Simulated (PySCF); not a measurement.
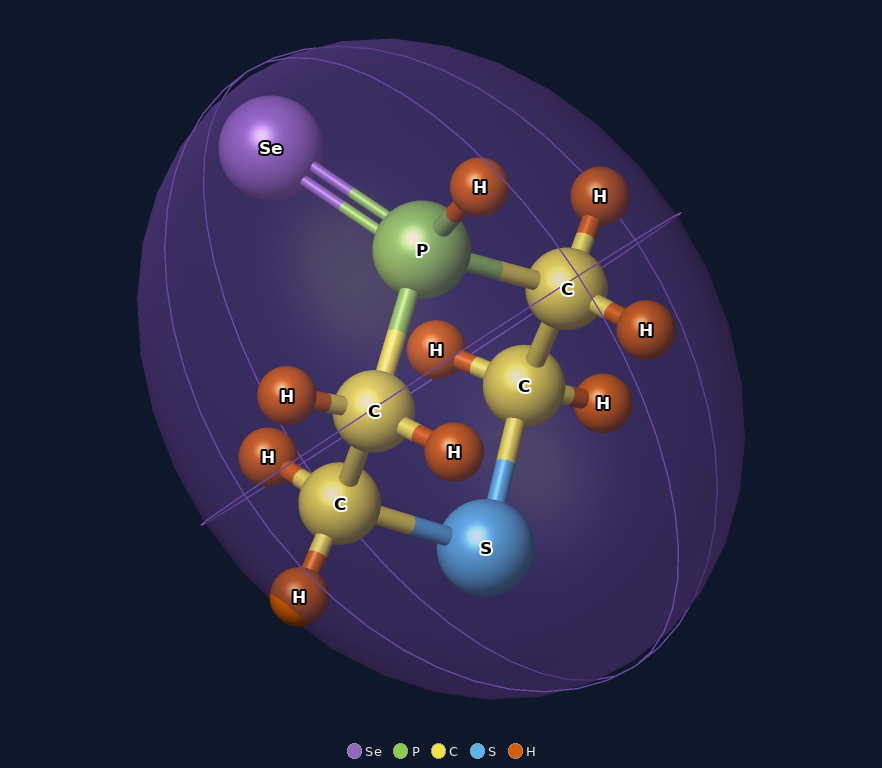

The ellipsoid shows the static dipole polarisability: its half-axes are proportional to the principal values. The geometry was computed by an optimisation with GFN2-xTB. No frequency run is at hand to confirm it as a minimum. Computed with CAM-B3LYP/def2-SVPD (PySCF 2.14.0).

**Give the principal values, the mean and the anisotropy.**

Principal values 104.4, 111.3, 134.9 bohr³; mean 116.9 bohr³ (17.32 Å³); anisotropy 27.8 bohr³, so the longest axis is 1.29 times the shortest.

The geometry is semi-empirical. Around P, Se such bond lengths and angles can be off by a tenth of an ångström or more and by several degrees, and values that hang on the shape move with them.
